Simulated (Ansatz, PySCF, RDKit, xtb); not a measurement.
# Solving CH7AsSi, step by step, part 2 of 2

Task: start from the formula CH7AsSi, draw up candidate structures, narrow them down in stages, and characterise the one that lies lowest at 298.15 K.

xtb, Ansatz and PySCF; isolated molecules.

## (11) Putting it together

Energies in kcal/mol from c095a; G adds the thermal terms to the CCSD(T)/def2-TZVP energy. The columns left of the relaxed level are at the tight-binding geometries.

```csv
label,SMILES,spin,GFN2-xTB,HF/STO-3G,r2SCAN-D4/def2-SVP,PBE0-D3(BJ)/def2-SVP,HF/def2-TZVP,MP2/def2-TZVP,CCSD(T)/def2-TZVP,G,share at equilibrium,T1
c095a,C[SiH2][AsH2],singlet,0.0,0.0,0.0,0.0,0.0,0.0,0.0,0.0,100.0 %,0.011
c501a,C[As@H][SiH3],singlet,-1.5,4.2,8.2,8.2,7.8,7.0,7.1,7.3,< 0.1 %,0.011
c774,[SiH3]C[AsH2],singlet,6.6,15.1,14.9,15.4,13.6,13.4,13.4,12.9,< 0.1 %,0.011
```

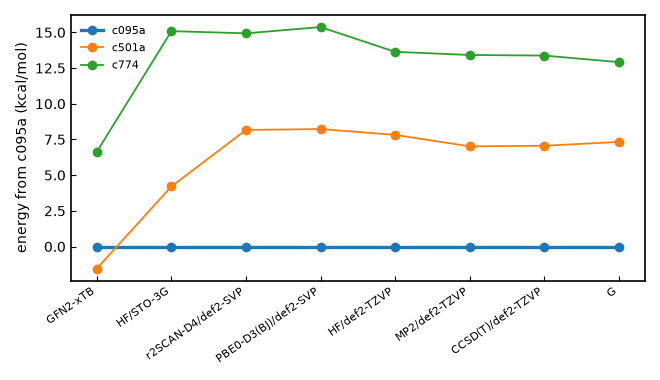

The finalists at each level, measured from c095a.

Lowest found: c095a, `C[SiH2][AsH2]`, a singlet of point group C1. Bond lengths: C1–Si3 1.881 Å, As2–Si3 2.376 Å, C1–H4 1.101 Å, C1–H5 1.101 Å, C1–H6 1.101 Å, Si3–H7 1.496 Å, Si3–H8 1.497 Å, As2–H9 1.526 Å, As2–H10 1.525 Å. Some angles: C1–Si3–As2 109.2°, C1–Si3–H7 110.4°, C1–Si3–H8 110.4°, As2–Si3–H7 111.8°, As2–Si3–H8 106.9°, Si3–C1–H4 110.8°, Si3–C1–H5 110.7°, Si3–C1–H6 110.7°, Si3–As2–H9 92.2°, Si3–As2–H10 92.6°.

```xyz
10

C    -0.9924    0.7461    1.5727
As   -2.4653    0.8367   -1.5796
Si   -0.5861    0.3329   -0.2165
H    -1.1911    1.8223    1.6906
H    -1.8835    0.1935    1.9074
H    -0.1532    0.4792    2.2335
H     0.6369    1.0730   -0.6585
H    -0.3195   -1.1322   -0.3664
H    -2.1915    2.3363   -1.5037
H    -1.6576    0.6916   -2.8650
```

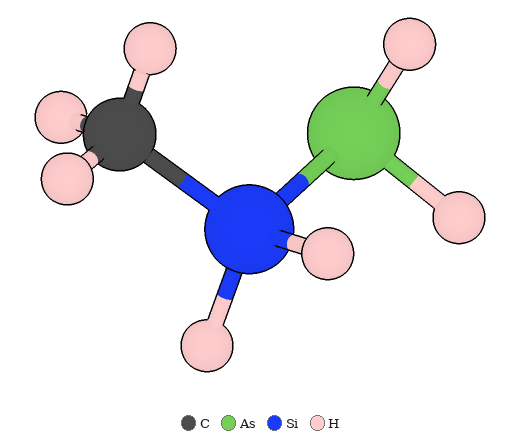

The lowest structure found, seen from a chosen angle (carbon dark grey, arsenic green, silicon blue, hydrogen pink).

## (12) Density, orbitals and dipole (PBE0/def2-TZVPD)

input.yaml

```yaml
crystal:
  periodic: [false, false, false]
  atoms:
    - {symbol: C, position_ang: [-0.992411, 0.746083, 1.572708]}
    - {symbol: As, position_ang: [-2.465310, 0.836702, -1.579584]}
    - {symbol: Si, position_ang: [-0.586131, 0.332880, -0.216496]}
    - {symbol: H, position_ang: [-1.191055, 1.822333, 1.690568]}
    - {symbol: H, position_ang: [-1.883488, 0.193550, 1.907381]}
    - {symbol: H, position_ang: [-0.153177, 0.479167, 2.233501]}
    - {symbol: H, position_ang: [0.636880, 1.073043, -0.658509]}
    - {symbol: H, position_ang: [-0.319480, -1.132195, -0.366390]}
    - {symbol: H, position_ang: [-2.191535, 2.336320, -1.503663]}
    - {symbol: H, position_ang: [-1.657584, 0.691631, -2.865006]}
basis:
  gaussian: {orbitals: def2-TZVPD}
hamiltonian: {xc: pbe0}
output: {forces: true, orbitals: {seedname: orbitals}}
```

Started as:

```sh
$ ansatz run input.yaml --threads 2 --pin off --max-ram 4350MiB --events-out events.jsonl --progress --plain --runs-dir runs
```

The log of the run, cut to the lines that bear on the results:

```text
Warning: RAYON_NUM_THREADS=2 ignored (pool sized by the plan → 2); use --threads N
Functional definition: PBE0
  name "PBE0"
[...]
1264 factors; their error is unknown
[...]
mean field -69858.99420708 eV, -2567.2706849832 hartree, gradient 1.8e-5 eV, S^2 0.000000; 0 other end points of the search recorded, 0 dependent functions left out
[...]
reference -69858.99424394 eV, -2567.2706863379 hartree; 30, 30 occupied and 167, 167 virtual orbitals, 1264 factors
Total energy: -69858.99424394 eV, -2567.2706863379 hartree
Atom 0 at    -0.992411     0.746083     1.572708 Å, force    -0.014765     0.022223     0.130001 eV/Å
Atom 1 at    -2.465310     0.836702    -1.579584 Å, force     0.089516     0.029341    -0.010792 eV/Å
Atom 2 at    -0.586131     0.332880    -0.216496 Å, force     0.037208    -0.007932     0.061340 eV/Å
Atom 3 at    -1.191055     1.822333     1.690568 Å, force     0.048933    -0.270395    -0.027591 eV/Å
Atom 4 at    -1.883488     0.193550     1.907381 Å, force     0.223924     0.139972    -0.078299 eV/Å
Atom 5 at    -0.153177     0.479167     2.233501 Å, force    -0.210614     0.067051    -0.161465 eV/Å
Atom 6 at     0.636880     1.073043    -0.658509 Å, force    -0.110847    -0.069590     0.043354 eV/Å
Atom 7 at    -0.319480    -1.132195    -0.366390 Å, force    -0.021554     0.127893     0.015537 eV/Å
Atom 8 at    -2.191535     2.336320    -1.503663 Å, force    -0.013817    -0.045948    -0.010322 eV/Å
Atom 9 at    -1.657584     0.691631    -2.865006 Å, force    -0.027985     0.007384     0.038238 eV/Å
Dipole moment:     0.079144     0.055686     0.171717 e Å
```

Run time: 6.9 s. Hardware: 2 threads of Arm Neoverse V1, shared host.

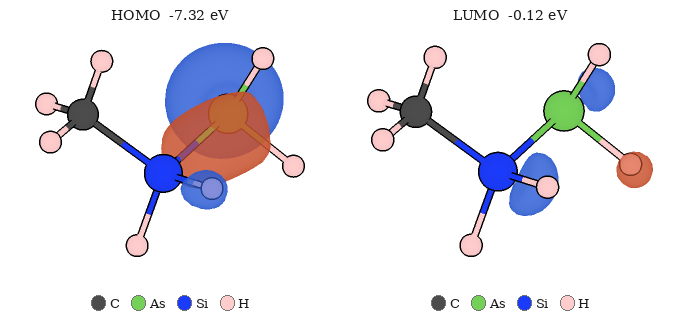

Frontier orbitals of this run, surfaces at ±0.2 Å^-3/2.

## (13) Frequencies after a tight-binding relaxation (GFN2-xTB)

start.xyz

```xyz
10
c095a
C     -0.992411     0.746083     1.572708
As    -2.465310     0.836702    -1.579584
Si    -0.586131     0.332880    -0.216496
H     -1.191055     1.822333     1.690568
H     -1.883488     0.193550     1.907381
H     -0.153177     0.479167     2.233501
H      0.636880     1.073043    -0.658509
H     -0.319480    -1.132195    -0.366390
H     -2.191535     2.336320    -1.503663
H     -1.657584     0.691631    -2.865006
```

Started as:

```sh
$ xtb start.xyz --gfn 2 --ohess tight
```

The log of the run, cut to the lines that bear on the results:

```text
* xtb version 6.7.1
[...]
          :  # basis functions                  31          :
[...]
          :  # electrons                        20          :
[...]
          :  Hamiltonian                  GFN2-xTB          :
[...]
          :  net charge                          0          :
          :  unpaired electrons                  0          :
[...]
   *** convergence criteria satisfied after 14 iterations ***
[...]
   *** GEOMETRY OPTIMIZATION CONVERGED AFTER 11 ITERATIONS ***
[...]
   *** convergence criteria satisfied after 3 iterations ***
[...]
         ::                     SUMMARY                     ::
         :::::::::::::::::::::::::::::::::::::::::::::::::::::
         :: total energy              -9.795152615359 Eh    ::
         :: gradient norm              0.000022347180 Eh/a0 ::
         :: HOMO-LUMO gap              4.863679013637 eV    ::
         ::.................................................::
         :: SCC energy                -9.891329415440 Eh    ::
         :: -> isotropic ES            0.013038675229 Eh    ::
         :: -> anisotropic ES          0.001943582243 Eh    ::
         :: -> anisotropic XC          0.003815687962 Eh    ::
         :: -> dispersion             -0.005842576515 Eh    ::
         :: repulsion energy           0.096176800081 Eh    ::
         :: add. restraining           0.000000000000 Eh    ::
         :: total charge               0.000000000000 e     ::
         :::::::::::::::::::::::::::::::::::::::::::::::::::::
[...]
        10        2.0000           -0.3664850              -9.9726 (HOMO)
        11                         -0.1877480              -5.1089 (LUMO)
[...]
molecular dipole:
                 x           y           z       tot (Debye)
 q only:        0.081      -0.146       0.055
   full:        0.196       0.059       0.191       0.713
molecular quadrupole (traceless):
[...]
          | TOTAL ENERGY               -9.795152615361 Eh   |
          | TOTAL ENTHALPY             -9.720688696113 Eh   |
          | TOTAL FREE ENERGY          -9.759136390603 Eh   |
          | GRADIENT NORM               0.000022332311 Eh/α |
[...]
```

Run time: 0.16 s. Hardware: 2 threads of Arm Neoverse V1, shared host.

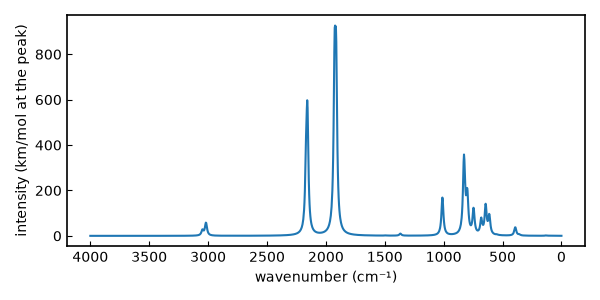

Harmonic infrared spectrum, unscaled, lines broadened by 10 cm⁻¹.

## (14) Electronic excitations (TD-CAM-B3LYP/def2-SVPD)

An in-house driver calls PySCF's response routines at TD-CAM-B3LYP/def2-SVPD; it has no typed input.

The log of the run:

```text
coarse grid: 36232 points
cycle   1  E = -2567.3747572236  dE = -8.908e-01  |g| = 2.944e-01  |ddm| = 3.431e+00
cycle   2  E = -2567.3840211991  dE = -9.264e-03  |g| = 2.201e-01  |ddm| = 5.236e-01
cycle   3  E = -2567.3939889710  dE = -9.968e-03  |g| = 2.653e-02  |ddm| = 2.552e-01
cycle   4  E = -2567.3942002947  dE = -2.113e-04  |g| = 9.420e-03  |ddm| = 5.375e-02
cycle   5  E = -2567.3942301688  dE = -2.987e-05  |g| = 1.262e-03  |ddm| = 1.784e-02
cycle   6  E = -2567.3942309685  dE = -7.997e-07  |g| = 3.625e-04  |ddm| = 3.845e-03
final grid: 73816 points
cycle   7  E = -2567.3941957602  dE = -6.961e-08  |g| = 2.343e-04  |ddm| = 2.025e-03
cycle   8  E = -2567.3941957725  dE = -1.229e-08  |g| = 1.658e-04  |ddm| = 7.452e-04
cycle   9  E = -2567.3941957817  dE = -9.203e-09  |g| = 1.539e-05  |ddm| = 2.736e-04
cycle  10  E = -2567.3941957819  dE = -1.869e-10  |g| = 9.774e-06  |ddm| = 5.947e-05
converged SCF energy = -2567.3941957819

Static polarisability (au): isotropic 75.895, principal 65.594 71.021 91.071

Singlet excitations
state   eV       nm        f      main configurations
  1   6.3263    196.0   0.01831   H->L+2 0.52, H->L+1 0.24, H->L 0.12
  2   6.3534    195.1   0.02732   H->L 0.62, H->L+1 0.33
  3   6.8536    180.9   0.34624   H->L+2 0.38, H->L+1 0.36, H->L 0.15
  4   7.2751    170.4   0.01325   H->L+3 0.77
  5   7.6583    161.9   0.01765   H-1->L 0.81
  6   7.8395    158.2   0.02488   H->L+5 0.35, H->L+4 0.32, H->L+6 0.12
  7   7.9390    156.2   0.13282   H-1->L+1 0.74, H-1->L+2 0.08
  8   8.1412    152.3   0.13135   H-1->L+2 0.47, H->L+5 0.18, H-1->L+1 0.08

Triplet excitations (Tamm-Dancoff, eV): 5.4666 5.5923 6.1146
```

Wall time 9.6 s (2 threads of Arm Neoverse V1, shared host).

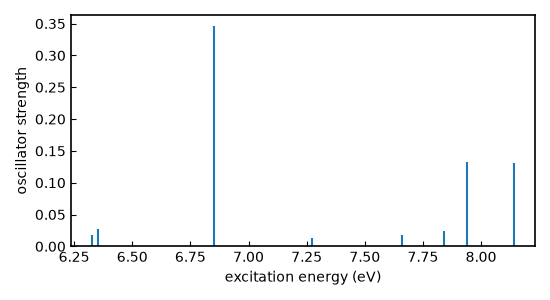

Vertical excitations as sticks.

The roots found:

```
excited state  energy (eV)  strength
            1        6.326    0.0183
            2        6.353    0.0273
            3        6.854    0.3462
            4        7.275    0.0132
            5        7.658    0.0176
            6        7.840    0.0249
            7        7.939    0.1328
            8        8.141    0.1313
```

## (15) NMR shieldings (GIAO PBE0/pcSseg-1)

An in-house driver calls PySCF's response routines at GIAO PBE0/pcSseg-1; it has no typed input.

The log of the run:

```text
coarse grid: 36232 points
cycle   1  E = -2566.9593463718  dE = -9.671e-01  |g| = 7.113e-01  |ddm| = 2.741e+00
cycle   2  E = -2566.9573053156  dE =  2.041e-03  |g| = 5.305e-01  |ddm| = 5.249e-01
cycle   3  E = -2566.9904057681  dE = -3.310e-02  |g| = 1.049e-01  |ddm| = 3.772e-01
cycle   4  E = -2566.9928607543  dE = -2.455e-03  |g| = 2.221e-02  |ddm| = 1.138e-01
cycle   5  E = -2566.9929866598  dE = -1.259e-04  |g| = 2.513e-03  |ddm| = 2.270e-02
cycle   6  E = -2566.9929882404  dE = -1.581e-06  |g| = 6.441e-04  |ddm| = 4.274e-03
final grid: 73816 points
cycle   7  E = -2566.9929771019  dE = -3.191e-08  |g| = 6.960e-04  |ddm| = 2.169e-03
cycle   8  E = -2566.9929771014  dE =  5.334e-10  |g| = 7.999e-04  |ddm| = 1.852e-03
cycle   9  E = -2566.9929772186  dE = -1.172e-07  |g| = 4.784e-05  |ddm| = 8.486e-04
cycle  10  E = -2566.9929772192  dE = -6.498e-10  |g| = 5.610e-06  |ddm| = 6.904e-05
converged SCF energy = -2566.9929772192

GIAO shielding tensors (ppm)
atom      isotropic    diamagn.    paramagn.     s11        s22        s33       span
  0 C      189.922     253.498     -63.576    184.131    190.385    195.249     11.118
  1 As    1948.865    2878.287    -929.421   1821.378   1905.800   2119.418    298.040
  2 Si     394.061     879.826    -485.765    357.718    391.257    433.209     75.490
  3 H       30.983      29.474       1.509     26.207     29.300     37.442     11.235
  4 H       30.928      29.427       1.501     26.142     29.050     37.593     11.452
  5 H       30.716      30.477       0.239     25.694     27.352     39.102     13.408
  6 H       26.571      29.677      -3.106     22.350     25.134     32.229      9.879
  7 H       26.928      29.298      -2.370     23.111     25.237     32.435      9.324
  8 H       29.501      28.767       0.734     22.409     24.629     41.466     19.057
  9 H       29.356      28.832       0.524     22.382     23.754     41.933     19.551
```

It took 5.4 s on 2 threads of Arm Neoverse V1, shared host.

Isotropic shieldings, averaged over atoms that the bond graph makes equivalent (absolute, not shifts):

| atoms | shielding (ppm) |
| --- | --- |
| C1 | 189.9 |
| As2 | 1948.9 |
| Si3 | 394.1 |
| H4, H5, H6 | 30.88 |
| H7, H8 | 26.75 |
| H9, H10 | 29.43 |

## (16) The cation at the same geometry (PBE0/def2-TZVPD)

input.yaml, as its differences from that of step 12:

```diff
@@ -15,3 +15,4 @@
   gaussian: {orbitals: def2-TZVPD}
-hamiltonian: {xc: pbe0}
-output: {forces: true, orbitals: {seedname: orbitals}}
+total_charge: 1
+magnetization: {spin_polarized: true, initial_magnetization: 1}
+hamiltonian: {xc: {name: PBE0}}
```

Started as:

```sh
$ ansatz run input.yaml --threads 2 --pin off --max-ram 4350MiB --events-out events.jsonl --progress --plain --runs-dir runs
```

The log of the run:

```text
Warning: RAYON_NUM_THREADS=2 ignored (pool sized by the plan → 2); use --threads N
[... 2 set-up lines as earlier in the session ...]
  parameter a = 0.25
  parameter kappa = 0.804
  parameter beta = 0.06672455060314922
  exchange = (1 - a)*pbe_x(kappa = kappa, mu = beta*pi^2/3) + a*exact_x
  correlation = pbe_c(beta = beta)
1264 factors; their error is unknown
mean field evaluation 1: about -69838.8635 eV, gradient 4.7e1 eV
mean field evaluation 2: about -69820.2087 eV, gradient 6.4e1 eV
mean field evaluation 4: about -69849.2200 eV, gradient 6.2e0 eV
mean field evaluation 8: about -69849.3947 eV, gradient 2.3e-1 eV
mean field evaluation 16: about -69849.6305 eV, gradient 1.8e-3 eV
mean field -69849.63050050 eV, -2566.9265751135 hartree, gradient 3.5e-5 eV, S^2 0.755676; 2 other end points of the search recorded, 0 dependent functions left out
reference -69849.63053364 eV, -2566.9265763313 hartree; 30, 29 occupied and 167, 168 virtual orbitals, 1264 factors
Total energy: -69849.63053364 eV, -2566.9265763313 hartree
```

Wall time 13 s (2 threads of Arm Neoverse V1, shared host); peak memory 0.67 GiB.

Difference from the parent: 9.36 eV.

## (17) The anion at the same geometry (PBE0/def2-TZVPD)

input.yaml

```yaml
crystal:
  periodic: [false, false, false]
  atoms:
    - symbol: C
      position_ang: [-0.992411, 0.746083, 1.572708]
    - symbol: As
      position_ang: [-2.465310, 0.836702, -1.579584]
    - symbol: Si
      position_ang: [-0.586131, 0.332880, -0.216496]
    - symbol: H
      position_ang: [-1.191055, 1.822333, 1.690568]
    - symbol: H
      position_ang: [-1.883488, 0.193550, 1.907381]
    - symbol: H
      position_ang: [-0.153177, 0.479167, 2.233501]
    - symbol: H
      position_ang: [0.636880, 1.073043, -0.658509]
    - symbol: H
      position_ang: [-0.319480, -1.132195, -0.366390]
    - symbol: H
      position_ang: [-2.191535, 2.336320, -1.503663]
    - symbol: H
      position_ang: [-1.657584, 0.691631, -2.865006]
basis:
  gaussian: {orbitals: def2-TZVPD}
total_charge: -1
magnetization: {spin_polarized: true, initial_magnetization: 1}
hamiltonian: {xc: {name: PBE0}}
scf: {lower_state_search: "off"}
```

Started as:

```sh
$ ansatz run input.yaml --threads 2 --pin off --max-ram 4350MiB --events-out events.jsonl --progress --plain --runs-dir runs
```

The log of the run, cut to the lines that bear on the results:

```text
Warning: RAYON_NUM_THREADS=2 ignored (pool sized by the plan → 2); use --threads N
[... 2 set-up lines as earlier in the session ...]
[...]
1264 factors; their error is unknown
[...]
mean field -69857.96302138 eV, -2567.2327896077 hartree, gradient 6.7e-6 eV, S^2 0.750987; 0 other end points of the search recorded, 0 dependent functions left out
reference -69857.96305969 eV, -2567.2327910155 hartree; 31, 30 occupied and 166, 167 virtual orbitals, 1264 factors
Total energy: -69857.96305969 eV, -2567.2327910155 hartree
Checks for a lower state left out: stability, starts, cluster_reference, orbital_swaps, neighbouring_geometries, increment
```

Run time: 9.6 s. Hardware: 2 threads of Arm Neoverse V1, shared host; peak memory 0.6 GiB.

Parent less the species with the added electron: -1.03 eV. The extra electron isn't bound at this geometry, so the number measures the basis, not the molecule.

## (18) The triplet at the same geometry (PBE0/def2-TZVPD)

input.yaml, as its differences from that of step 17:

```diff
@@ -25,5 +25,3 @@
   gaussian: {orbitals: def2-TZVPD}
-total_charge: -1
-magnetization: {spin_polarized: true, initial_magnetization: 1}
+magnetization: {spin_polarized: true, initial_magnetization: 2}
 hamiltonian: {xc: {name: PBE0}}
-scf: {lower_state_search: "off"}
```

Started as:

```sh
$ ansatz run input.yaml --threads 2 --pin off --max-ram 4350MiB --events-out events.jsonl --progress --plain --runs-dir runs
```

The log of the run, cut to the lines that bear on the results:

```text
Warning: RAYON_NUM_THREADS=2 ignored (pool sized by the plan → 2); use --threads N
[... 7 set-up lines as earlier in the session ...]
1264 factors; their error is unknown
mean field evaluation 1: about -69844.6040 eV, gradient 4.0e1 eV
mean field evaluation 2: about -69820.3715 eV, gradient 6.6e1 eV
mean field evaluation 4: about -69852.9420 eV, gradient 7.4e0 eV
mean field evaluation 8: about -69853.3861 eV, gradient 3.2e-1 eV
mean field evaluation 16: about -69853.4412 eV, gradient 1.3e-1 eV
mean field evaluation 32: about -69853.6755 eV, gradient 4.8e-4 eV
mean field evaluation 64: about -69852.8364 eV, gradient 4.5e0 eV
mean field -69853.67547695 eV, -2567.0752252561 hartree, gradient 8.0e-6 eV, S^2 2.005876; 7 other end points of the search recorded, 0 dependent functions left out
reference -69853.67552879 eV, -2567.0752271610 hartree; 31, 29 occupied and 166, 168 virtual orbitals, 1264 factors
Total energy: -69853.67552879 eV, -2567.0752271610 hartree
```

Wall time 39 s (2 threads of Arm Neoverse V1, shared host); peak memory 0.97 GiB.

It lies 5.32 eV above the singlet.

## (19) Results

This closing draws on all 2 parts.

| quantity | value |
| --- | --- |
| lowest structure found | C[SiH2][AsH2], singlet, C1 |
| next finalist | C[As@H][SiH3], singlet, 7.3 kcal/mol higher in G |
| share at equilibrium, among the finalists | 100.0 % |
| funnel | 15 starts, 13 minima at GFN2-xTB, 10 screening runs, 4 relaxed, 3 ranked |
| CPU time of all runs | 33 min |
| harmonic wavenumbers, lowest and highest (PBE0-D3(BJ)/def2-SVP) | 119 and 3171 cm⁻¹ |
| rotational constants, same geometry | 0.4332, 0.07494, 0.06736 cm⁻¹ |
| dipole moment (PBE0/def2-TZVPD) | 0.95 D |
| HOMO energy (PBE0/def2-TZVPD) | -7.32 eV |
| LUMO energy (PBE0/def2-TZVPD) | -0.12 eV |
| HOMO–LUMO gap (PBE0/def2-TZVPD) | 7.19 eV |
| lowest excitation (TD-CAM-B3LYP/def2-SVPD) | 6.33 eV (f = 0.018) |
| strongest of the states computed, same level | 6.85 eV (f = 0.346) |
| lowest triplet excitation, same level, Tamm-Dancoff | 5.47 eV |
| vertical ionisation energy | 9.36 eV |
| vertical electron affinity | -1.03 eV (unbound: the value depends on the basis) |
| vertical triplet less singlet | +5.32 eV |

The lowest structure found is `C[SiH2][AsH2]`. The margin of 7.3 kcal/mol over the next finalist is beyond the usual error of the last level; it says nothing of structures that weren't ranked. HF/STO-3G, r2SCAN-D4/def2-SVP, PBE0-D3(BJ)/def2-SVP, HF/def2-TZVP and MP2/def2-TZVP already put its bonding pattern lowest among the structures in one piece; GFN2-xTB favours the singlet C[As@H][SiH3]. The largest share of the time went into recheck (38 %). The search is not exhaustive (a finite list of starts, one conformer a finalist), so a lower isomer can't be ruled out. Patterns outside the rules of the enumeration were met only by chance.
